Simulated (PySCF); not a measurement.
**PO2: EPR parameters at several levels of theory**

Aim: compute the EPR parameters of PO2 (`[O]P=O`) at several levels, and see how far they spread and what each costs.

Programs: PySCF 2.14.0, with density-fitted response routines of our own. Each step states its level of theory. These are calculated values for one molecule in the gas phase, unless marked as measured. Atoms are numbered from 0 throughout.

### Step 1. The molecule as given

3 atoms, charge 0, multiplicity 2; geometry from: GFN2-xTB.

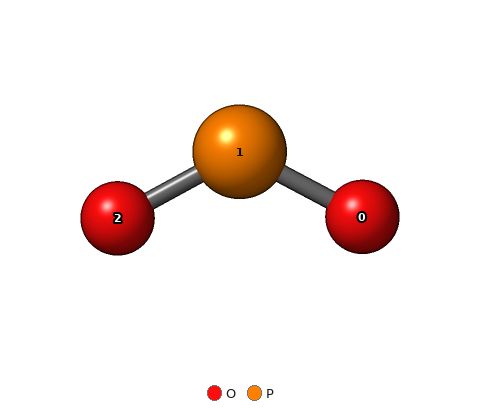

The starting geometry (oxygen red, phosphorus orange), atoms numbered.

### Step 2. Geometry optimisation at PBE0-D3(BJ)/def2-SVP

Job settings and geometry (Å):

```
{"job": {"xc": "PBE0", "basis": "def2-SVP", "d3": "d3bj", "grid": 1, "kind": "geom"}, "charge": 0, "multiplicity": 2}
O      1.303240    -0.194140    -0.006350
P     -0.006210     0.460390    -0.021080
O     -1.274070    -0.271320     0.002330
```

Log:

```text
step   0  E = -491.25193356  max force = 0.038787
step   1  E = -491.25718126  max force = 0.000512
step   2  E = -491.25718190  max force = 0.000143
optimisation converged
```

Wall time 2.4 s (1 thread, shared host).

Along the way:

```csv
step,energy from step 0 (eV),largest force component (eV/Å)
0,0.0000,1.9945
1,-0.1428,0.0263
2,-0.1428,0.0074
```

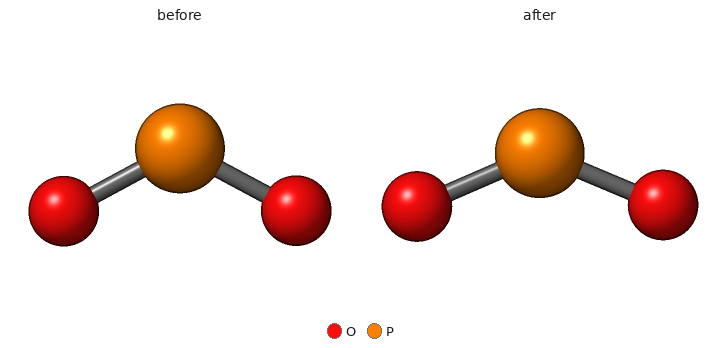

Before and after, at one scale.

Close pairs (by a distance rule), those that changed most:

```csv
bond,before (Å),after (Å),change (Å)
P1–O2,1.464,1.485,+0.020
O0–P1,1.464,1.484,+0.020
```

The next job starts from the end point, and lists it.

```csv
at the end point,value
point group (found at 0.08 Å tolerance),C2v
"rotational constants (GHz, main isotopes)","94.204, 8.481, 7.781"
dipole moment (D),1.48
⟨S²⟩,0.755
```

### Step 3. g tensor and hyperfine couplings: B3LYP/IGLO-III

Job settings and geometry (Å):

```
{"job": {"kind": "epr"}, "charge": 0, "multiplicity": 2}
O      1.378258    -0.149959    -0.009505
P     -0.005512     0.387188    -0.019049
O     -1.349787    -0.242299     0.003454
```

With the program's defaults for keys left out, this is: UKS B3LYP, IGLO-III on O P, non-relativistic, mean-field spin-orbit, GIAO.

Log:

```text
UKS, coarse grid
  cycle   1  E = -491.61470229  |g| = 8.49e-01
  cycle   2  E = -490.33415940  |g| = 1.97e+00
  cycle   3  E = -491.88902867  |g| = 4.78e-02
  cycle   4  E = -491.89003733  |g| = 3.51e-02
  cycle   5  E = -491.89056565  |g| = 8.95e-03
  cycle   6  E = -491.89059496  |g| = 6.11e-03
  cycle   7  E = -491.89060692  |g| = 3.13e-03
  cycle   8  E = -491.89061138  |g| = 3.20e-04
UKS, final grid
  cycle   1  E = -491.89060672  |g| = 2.91e-04
  cycle   2  E = -491.89060658  |g| = 7.49e-04
  cycle   3  E = -491.89060679  |g| = 9.62e-05
  cycle   4  E = -491.89060680  |g| = 1.10e-04
  cycle   5  E = -491.89060680  |g| = 2.86e-05
internal stability: stable
E = -491.89060680 Eh   <S^2> = 0.7549 (exact 0.7500)
g shifts (ppm)      1          2          3
  rmc          -268       -268       -268
  gc             96         -0         88
  oz_so       -8501       -674       3956
  total       -8673       -943       3776
hyperfine (MHz)  atom isotope    a_iso     a_fc   dipolar eigenvalues
    0   17O     -16.46     -16.36    -94.10     45.12     48.98
    1   31P    1604.57    1606.97   -132.57    -76.05    208.62
    2   17O     -16.44     -16.34    -94.14     45.14     48.99
```

It took 11 s on 1 thread, shared host.

Principal g values 1.99365, 2.00138, 2.00610; g(iso) = 2.00037, against 2.00232 for a free electron.

Hyperfine couplings; where a row names several nuclei, a(iso) is their mean (it holds for fast rotation or exchange) and the dipolar term the largest among them:

```csv
nuclei,isotope,a(iso) (MHz),"a(iso) (G, at g = 2.0023)",largest dipolar term (MHz)
P1,31P,1604.6,572.5,208.6
"O0, O2",17O,-16.5,-5.9,-94.1
```

Mulliken spin populations:

```csv
atom,value (e)
O0,0.20
P1,0.59
O2,0.20
```

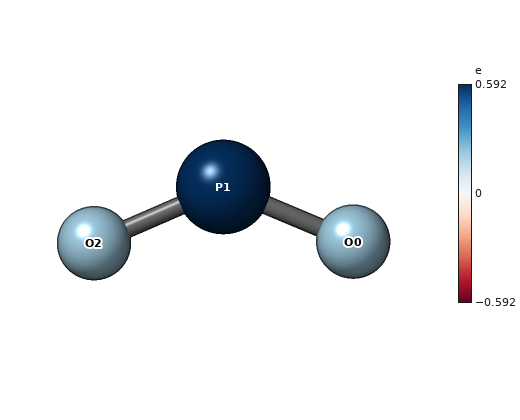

Mulliken spin populations, as colours on the atoms.

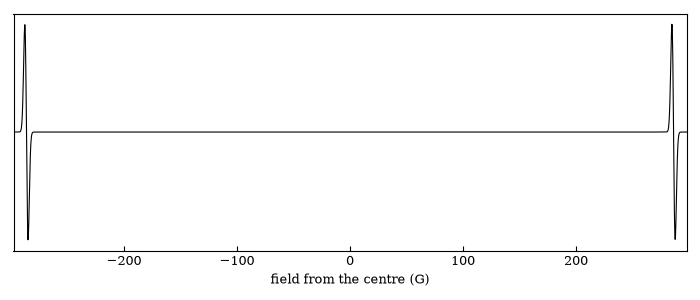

First-order isotropic spectrum (first derivative, main isotopes with spin only, couplings over 0.8 MHz, Gaussian width 1.4 G; couplings of the frozen geometry, rotation of groups not averaged beyond the rows shown).

### Step 4. g tensor and hyperfine couplings: PBE/IGLO-III

Job settings and geometry (Å):

```
{"job": {"kind": "epr", "xc": "PBE"}, "charge": 0, "multiplicity": 2}
O      1.378258    -0.149959    -0.009505
P     -0.005512     0.387188    -0.019049
O     -1.349787    -0.242299     0.003454
```

With the program's defaults for keys left out, this is: UKS PBE, IGLO-III on O P, non-relativistic, mean-field spin-orbit, GIAO.

Log:

```text
UKS, coarse grid
  cycle   1  E = -491.26794010  |g| = 9.03e-01
  cycle   2  E = -488.99629921  |g| = 2.44e+00
  cycle   3  E = -491.57402932  |g| = 8.44e-02
  cycle   4  E = -491.57556010  |g| = 7.64e-02
  cycle   5  E = -491.57824878  |g| = 1.90e-02
  cycle   6  E = -491.57826252  |g| = 1.87e-02
  cycle   7  E = -491.57840072  |g| = 3.52e-03
  cycle   8  E = -491.57840688  |g| = 2.40e-04
UKS, final grid
  cycle   1  E = -491.57839281  |g| = 1.48e-04
  cycle   2  E = -491.57839279  |g| = 2.98e-04
  cycle   3  E = -491.57839282  |g| = 1.50e-04
  cycle   4  E = -491.57839282  |g| = 8.40e-05
  cycle   5  E = -491.57839283  |g| = 2.76e-05
internal stability: stable
E = -491.57839283 Eh   <S^2> = 0.7527 (exact 0.7500)
g shifts (ppm)      1          2          3
  rmc          -257       -257       -257
  gc             92          3         86
  oz_so       -8285       -874       3424
  total       -8449      -1128       3254
hyperfine (MHz)  atom isotope    a_iso     a_fc   dipolar eigenvalues
    0   17O     -12.50     -12.50    -90.73     43.29     47.44
    1   31P    1517.29    1519.78   -110.14    -73.59    183.73
    2   17O     -12.49     -12.48    -90.76     43.30     47.46
```

Wall time 4.2 s (1 thread, shared host).

In short: g(iso) 2.00021.

### Step 5. g tensor and hyperfine couplings: PBE0/IGLO-III

Job settings and geometry (Å):

```
{"job": {"kind": "epr", "xc": "PBE0"}, "charge": 0, "multiplicity": 2}
O      1.378258    -0.149959    -0.009505
P     -0.005512     0.387188    -0.019049
O     -1.349787    -0.242299     0.003454
```

With the program's defaults for keys left out, this is: UKS PBE0, IGLO-III on O P, non-relativistic, mean-field spin-orbit, GIAO.

Log:

```text
UKS, coarse grid
  cycle   1  E = -491.34873024  |g| = 7.73e-01
  cycle   2  E = -490.44996879  |g| = 1.69e+00
  cycle   3  E = -491.58032561  |g| = 3.66e-02
  cycle   4  E = -491.58101227  |g| = 2.42e-02
  cycle   5  E = -491.58126818  |g| = 5.91e-03
  cycle   6  E = -491.58128719  |g| = 4.02e-03
  cycle   7  E = -491.58129197  |g| = 2.63e-03
  cycle   8  E = -491.58129626  |g| = 3.46e-04
UKS, final grid
  cycle   1  E = -491.58128714  |g| = 3.42e-04
  cycle   2  E = -491.58128700  |g| = 8.00e-04
  cycle   3  E = -491.58128725  |g| = 1.13e-04
  cycle   4  E = -491.58128726  |g| = 1.34e-04
  cycle   5  E = -491.58128727  |g| = 9.78e-06
  cycle   6  E = -491.58128727  |g| = 2.48e-06
internal stability: stable
E = -491.58128727 Eh   <S^2> = 0.7562 (exact 0.7500)
g shifts (ppm)      1          2          3
  rmc          -262       -262       -262
  gc             93         -3         83
  oz_so       -8525       -695       3737
  total       -8694       -960       3558
hyperfine (MHz)  atom isotope    a_iso     a_fc   dipolar eigenvalues
    0   17O     -13.10     -13.03    -92.69     43.87     48.82
    1   31P    1552.91    1555.30   -141.08    -73.84    214.93
    2   17O     -13.07     -13.00    -92.73     43.89     48.84
```

Wall time 10 s (1 thread, shared host).

In short: g(iso) 2.00029.

### Step 6. EPR parameters: BHandHLYP/IGLO-III

Job settings and geometry (Å):

```
{"job": {"kind": "epr", "xc": "BHandHLYP"}, "charge": 0, "multiplicity": 2}
O      1.378258    -0.149959    -0.009505
P     -0.005512     0.387188    -0.019049
O     -1.349787    -0.242299     0.003454
```

With the program's defaults for keys left out, this is: UKS BHandHLYP, IGLO-III on O P, non-relativistic, mean-field spin-orbit, GIAO.

Log:

```text
UKS, coarse grid
  cycle   1  E = -491.58001818  |g| = 7.18e-01
  cycle   2  E = -491.23362634  |g| = 1.21e+00
  cycle   3  E = -491.78339580  |g| = 2.74e-02
  cycle   4  E = -491.78407393  |g| = 1.32e-02
  cycle   5  E = -491.78419025  |g| = 4.01e-03
  cycle   6  E = -491.78421948  |g| = 1.72e-03
  cycle   7  E = -491.78422367  |g| = 1.96e-03
  cycle   8  E = -491.78422645  |g| = 6.18e-04
UKS, final grid
  cycle   1  E = -491.78422344  |g| = 7.40e-04
  cycle   2  E = -491.78422322  |g| = 1.30e-03
  cycle   3  E = -491.78422384  |g| = 1.80e-04
  cycle   4  E = -491.78422390  |g| = 1.69e-04
  cycle   5  E = -491.78422394  |g| = 3.16e-05
  cycle   6  E = -491.78422394  |g| = 6.78e-06
internal stability: stable
E = -491.78422394 Eh   <S^2> = 0.7610 (exact 0.7500)
g shifts (ppm)      1          2          3
  rmc          -275       -275       -275
  gc             99         -5         86
  oz_so       -8674       -379       4229
  total       -8850       -660       4039
hyperfine (MHz)  atom isotope    a_iso     a_fc   dipolar eigenvalues
    0   17O     -21.18     -21.01    -95.99     45.92     50.07
    1   31P    1631.06    1633.26   -167.70    -78.49    246.19
    2   17O     -21.14     -20.97    -96.04     45.95     50.09
```

It took 9.1 s on 1 thread, shared host.

In short: g(iso) 2.00050.

### Step 7. EPR parameters: HF/IGLO-III

Job settings and geometry (Å):

```
{"job": {"kind": "epr", "xc": "HF"}, "charge": 0, "multiplicity": 2}
O      1.378258    -0.149959    -0.009505
P     -0.005512     0.387188    -0.019049
O     -1.349787    -0.242299     0.003454
```

Method: UKS HF, IGLO-III on O P, non-relativistic, mean-field spin-orbit, GIAO.

Log:

```text
UKS, final grid
  cycle   1  E = -490.37554574  |g| = 5.73e-01
  cycle   2  E = -490.42966080  |g| = 4.99e-01
  cycle   3  E = -490.51758734  |g| = 4.55e-02
  cycle   4  E = -490.51942792  |g| = 1.74e-02
  cycle   5  E = -490.51979802  |g| = 5.64e-03
  cycle   6  E = -490.51985256  |g| = 2.42e-03
  cycle   7  E = -490.51986372  |g| = 1.22e-03
  cycle   8  E = -490.51986828  |g| = 6.70e-04
  cycle   9  E = -490.51986985  |g| = 4.84e-04
  cycle  10  E = -490.51987047  |g| = 3.21e-04
  cycle  11  E = -490.51987093  |g| = 1.29e-04
  cycle  12  E = -490.51987098  |g| = 6.16e-05
  cycle  13  E = -490.51987099  |g| = 2.76e-05
  cycle  14  E = -490.51987099  |g| = 1.41e-05
  cycle  15  E = -490.51987099  |g| = 6.90e-06
internal stability: stable
E = -490.51987099 Eh   <S^2> = 0.7746 (exact 0.7500)
g shifts (ppm)      1          2          3
  rmc          -280       -280       -280
  gc            101        -13         78
  oz_so       -8685       -173       3639
  total       -8864       -466       3437
hyperfine (MHz)  atom isotope    a_iso     a_fc   dipolar eigenvalues
    0   17O     -33.39     -33.27    -93.02     43.45     49.57
    1   31P    1641.90    1644.13   -218.59    -86.35    304.94
    2   17O     -33.36     -33.23    -93.08     43.49     49.59
```

Run time: 8.2 s. Hardware: 1 thread, shared host.

In short: g(iso) 2.00035.

### Step 8. EPR parameters: CAM-B3LYP/IGLO-III

Job settings and geometry (Å):

```
{"job": {"kind": "epr", "xc": "CAM-B3LYP"}, "charge": 0, "multiplicity": 2}
O      1.378258    -0.149959    -0.009505
P     -0.005512     0.387188    -0.019049
O     -1.349787    -0.242299     0.003454
```

Method: UKS CAM-B3LYP, IGLO-III on O P, non-relativistic, mean-field spin-orbit, GIAO.

Log:

```text
UKS, coarse grid
  cycle   1  E = -491.60261037  |g| = 7.80e-01
  cycle   2  E = -491.11736049  |g| = 1.41e+00
  cycle   3  E = -491.83375047  |g| = 2.67e-02
  cycle   4  E = -491.83423162  |g| = 1.39e-02
  cycle   5  E = -491.83433205  |g| = 3.57e-03
  cycle   6  E = -491.83435332  |g| = 1.71e-03
  cycle   7  E = -491.83435510  |g| = 1.86e-03
  cycle   8  E = -491.83435643  |g| = 4.36e-04
UKS, final grid
  cycle   1  E = -491.83435082  |g| = 4.98e-04
  cycle   2  E = -491.83435069  |g| = 9.47e-04
  cycle   3  E = -491.83435100  |g| = 1.22e-04
  cycle   4  E = -491.83435103  |g| = 1.12e-04
  cycle   5  E = -491.83435105  |g| = 3.50e-05
  cycle   6  E = -491.83435105  |g| = 3.48e-06
internal stability: stable
E = -491.83435105 Eh   <S^2> = 0.7565 (exact 0.7500)
g shifts (ppm)      1          2          3
  rmc          -268       -268       -268
  gc            100          2         93
  oz_so       -8577       -631       3899
  total       -8744       -897       3724
hyperfine (MHz)  atom isotope    a_iso     a_fc   dipolar eigenvalues
    0   17O     -13.23     -13.11    -93.60     44.66     48.94
    1   31P    1659.59    1661.95   -146.82    -77.30    224.12
    2   17O     -13.20     -13.08    -93.64     44.68     48.96
```

It took 13 s on 1 thread, shared host.

In short: g(iso) 2.00035.

### Step 9. Side by side: EPR parameters

g, ⟨S²⟩ and isotropic hyperfine couplings (MHz), with basis size and wall time:

```csv
run,g(iso),⟨S²⟩,31P P1,17O O0 (mean),functions,time
B3LYP/IGLO-III,2.00037,0.755,1604.6,-16.5,114,11 s
PBE/IGLO-III,2.00021,0.753,1517.3,-12.5,114,4.2 s
PBE0/IGLO-III,2.00029,0.756,1552.9,-13.1,114,10 s
BHandHLYP/IGLO-III,2.00050,0.761,1631.1,-21.2,114,9.1 s
HF/IGLO-III,2.00035,0.775,1641.9,-33.4,114,8.2 s
CAM-B3LYP/IGLO-III,2.00035,0.757,1659.6,-13.2,114,13 s
```

### Step 10. Summary of results

| quantity | value |
| --- | --- |
| point group | C2v |
| rotational constants (main isotopes) | 94.20, 8.48, 7.78 GHz |
| g(iso) (B3LYP) | 2.00037 |
| ⟨S²⟩ | 0.755 (exact 0.75) |
| largest a(iso) (averaged by class) | 31P on P1, 1604.6 MHz |

What this shows: Single values in the summary come from the first run of each kind that ended normally (B3LYP/IGLO-III), which need not be the best level. Relaxing lowered the energy by 0.143 eV in 2 steps; the close pair that moved most is P1–O2, from 1.464 to 1.485 Å. The largest share of the spin, 0.59 e, sits on P1. The isotropic g lies 1.9 ppt below the free-electron value. The coupling of 31P on P1 runs from 1517.3 (PBE/IGLO-III) to 1659.6 MHz (CAM-B3LYP/IGLO-III).
